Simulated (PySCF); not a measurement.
GaH3···N2 (SMILES [GaH3].N#N)

Input file:

```
{"job": {"kind": "inter", "xc": "wB97M-D3(BJ)", "basis": "def2-TZVPD", "pairs": false}, "charge": 0, "multiplicity": 1, "parts": [{"atoms": "0-3", "charge": 0, "multiplicity": 1}, {"atoms": "4-5", "charge": 0, "multiplicity": 1}]}
Ga     0.019012    -0.142737     0.014518
H      0.821213    -1.374637     0.564586
H      0.537419     0.624749    -1.252179
H     -1.393436     0.193054     0.610585
N      1.131287     1.405700     1.535108
N      1.620851     2.101987     2.213153
```

Launched as:

```sh
OMP_NUM_THREADS=1 python cluster_run.py task.json out
```

Geometry: PBE0-D3(BJ)/def2-TZVPD.

The calculation used wB97M-D3(BJ)/def2-TZVPD, SCF density, gas phase (PySCF 2.14.0).

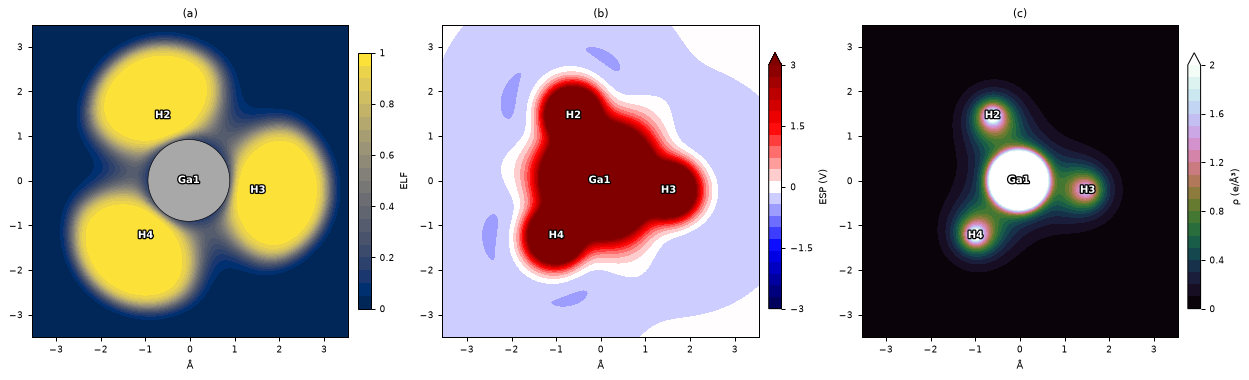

Figure 1. (a) ELF; (b) molecular electrostatic potential; (c) total electron density on the plane of atoms H2, Ga1 and H4. Grey discs cover the atomic cores in the ELF map.

Read the bonding off the picture.

Answer. The section cuts through Ga and H sites.
Ga–H (1.57 Å): ρ at the midpoint is about 0.98 e/Å³; the ELF climbs to about 1 towards the hydrogen.
Outside the dense part of the complex the potential is most negative (−0.5 V) near H2, H3 and H4.

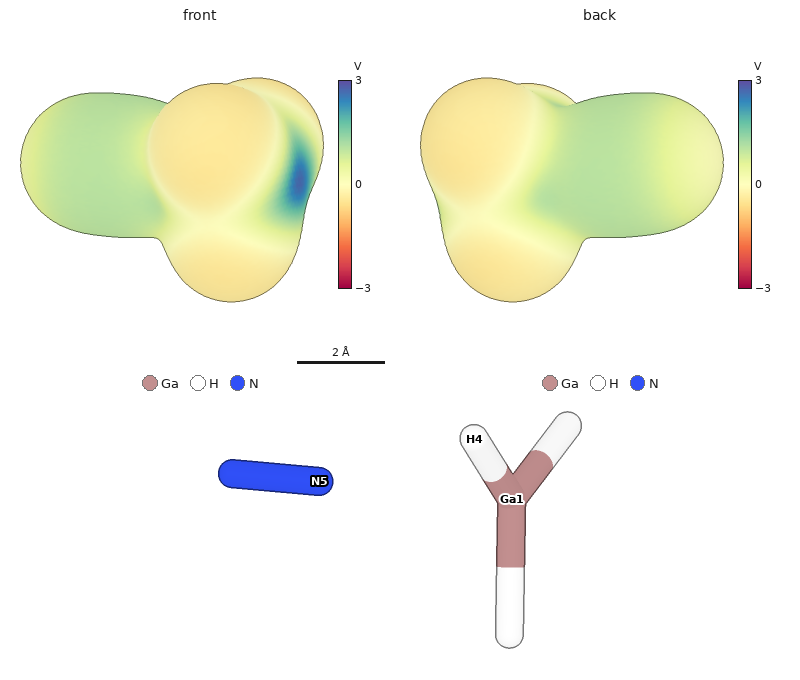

Figure 2. The molecular electrostatic potential painted on the density surface at 0.002 e/bohr³, seen from the front and from behind; red is negative and blue positive. The bare structure is drawn below in the same view.

Describe the electrostatic potential map.

Answer. The most negative region (about −0.5 V) lies over H2, H3 and H4, the most positive (about +2.6 V) over Ga1.

How polar is the complex by this calculation?

Answer. Its dipole moment is 1.28 D.
